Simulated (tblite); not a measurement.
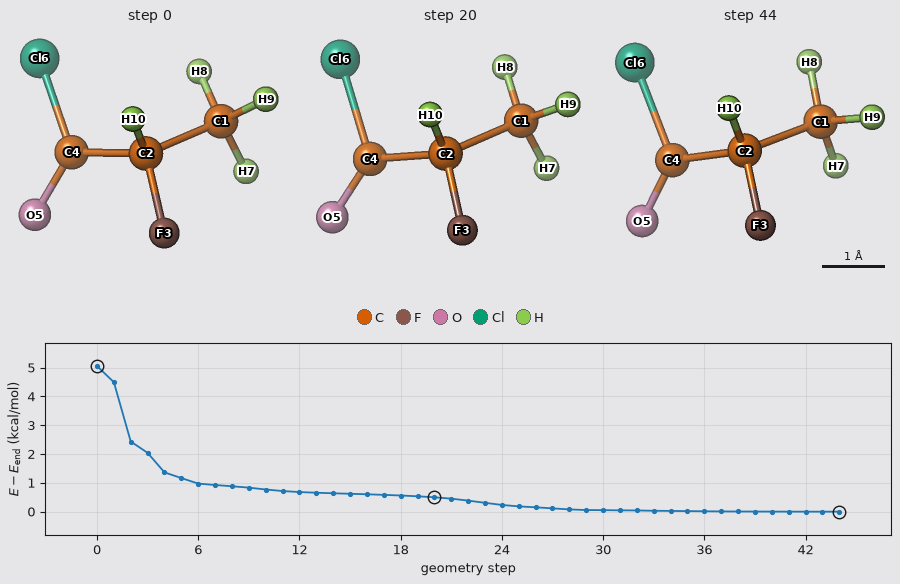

Frames of a relaxation of C$_{3}$H$_{4}$ClFO, marked on the history of the run. A ball-and-stick model, seen from a free direction.

Level of theory: tblite 0.8.0, GFN2-xTB geometry optimisation, gas phase. 

Question: Describe the path.

Answer: The largest move after the best rigid fit is that of H9, 0.32 Å. By element the largest moves are H 0.32 Å, F 0.27 Å, O 0.22 Å, Cl 0.15 Å, C 0.13 Å. Near-neighbour distances that change, for instance: C4–Cl6 1.729 → 1.770 Å, C4–O5 1.214 → 1.179 Å, C1–H8 1.115 → 1.085 Å, C1–C2 1.507 → 1.526 Å. Bond angles that change, for instance: C2–C4–Cl6 117.9° → 110.3°, C2–C4–O5 121.9° → 128.7°, C2–C1–H8 106.3° → 110.1°. Groups turn about C1–C2 by about 25°. The energy falls by 5.06 kcal/mol in 44 geometry steps. Cost: 0.19 s on 1 thread of Intel(R) Xeon(R) Platinum 8375C CPU @ 2.90GHz, on a shared host. From step 0 to 20: H8 moves most (0.13 Å), energy −4.56 kcal/mol. From step 20 to 44: H atoms move most (0.23 Å), energy −0.50 kcal/mol.

| step | E − E(0), kcal/mol |
| --- | --- |
| 0 | 0.00 |
| 1 | -0.56 |
| 2 | -2.62 |
| 3 | -3.01 |
| 4 | -3.69 |
| 5 | -3.89 |
| 6 | -4.08 |
| 7 | -4.13 |
| 8 | -4.17 |
| 9 | -4.22 |
| 10 | -4.29 |
| 12 | -4.38 |
| 14 | -4.42 |
| 15 | -4.44 |
| 17 | -4.47 |
| 19 | -4.52 |
| 21 | -4.61 |
| 23 | -4.75 |
| 24 | -4.82 |
| 26 | -4.91 |
| 28 | -4.98 |
| 30 | -5.00 |
| 31 | -5.01 |
| 33 | -5.03 |
| 35 | -5.04 |
| 37 | -5.05 |
| 39 | -5.05 |
| 40 | -5.05 |
| 42 | -5.06 |
| 44 | -5.06 |
